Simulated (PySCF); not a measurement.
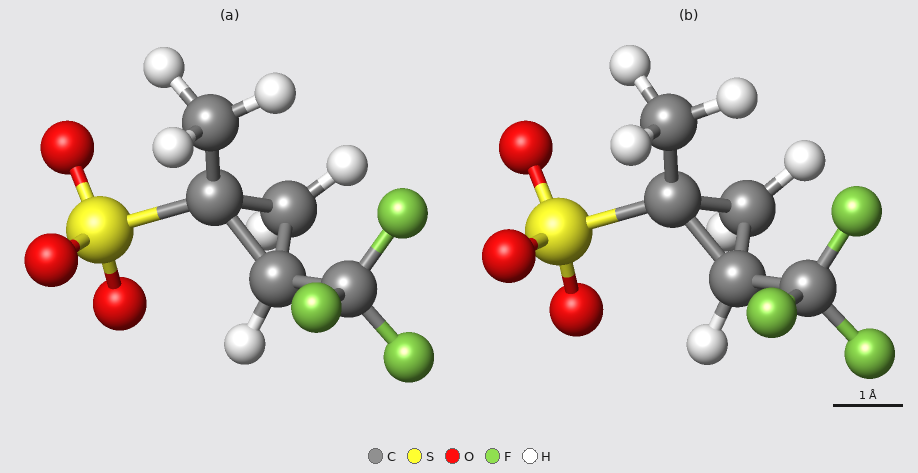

The structure of C5H6F3O3S (charge −1) before (left) and after (right) a relaxation, at one scale.

Style: ball-and-stick. Shown from a free direction.

The start comes from GFN2-xTB. Its atoms were then displaced at random by about 0.01 Å.

Level of theory: PBE0-D3(BJ)/def2-SVP geometry optimisation, gas phase (PySCF). 

> What changed between the two?

The atom that moves furthest after the best rigid fit is an O atom (0.11 Å). By element the largest moves are O 0.11 Å, H 0.11 Å, F 0.10 Å, S 0.04 Å, C 0.03 Å. Some distances before and after: O–S 1.415 → 1.478 Å, C–H 1.135 → 1.100 Å, C–C 1.474 → 1.503 Å, C–H 1.067 → 1.094 Å. Bond angles that change, for instance: H–C–H 103.8° → 107.9°, C–C–H 115.5° → 112.6°, C–C–F 114.6° → 112.5°. Over 13 geometry steps the energy falls by 6.16 kcal/mol. Cost: 14 min on 1 thread of AMD EPYC, on a shared host.

Limits of the set-up: the basis has no diffuse functions, which an anion needs.
